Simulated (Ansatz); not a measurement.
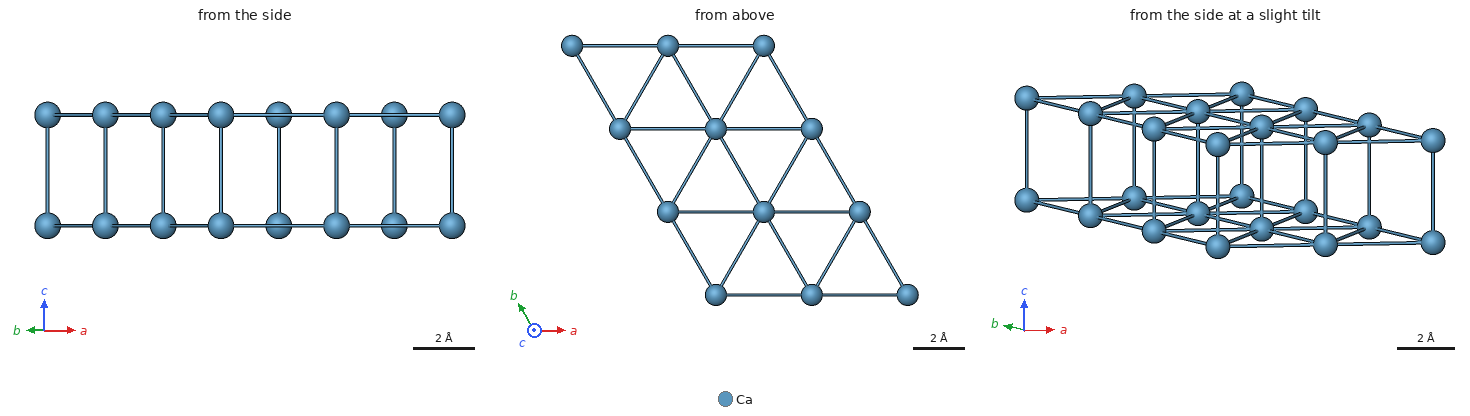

A ball-and-stick picture of a periodic sheet, seen from the side, from above and from the side at a slight tilt. The surface normal points up in side views; the vacuum is left out. 2×3 cells are drawn in the plane, with atoms at the edges repeated.

The cell holds 2 Ca.

Q: How far does the slab extend along the normal?

A: About 3.7 Å from the lowest to the highest atom.

Q: What is the order of the atomic planes, starting from the top?

A: Two planes: Ca / Ca.

Q: Describe the coordination and connectivity.

A: Ca is surrounded by seven Ca at about 3.7 to 3.8 Å. The bonds build Ca layers parallel to the surface.

Origin of the cell: a structure type filled with this element by a generator (whether the element takes this form wasn't checked). What is shown is the relaxed result from DFT PBE, scalar-relativistic, plane waves, PAW in Ansatz 0.2.0.
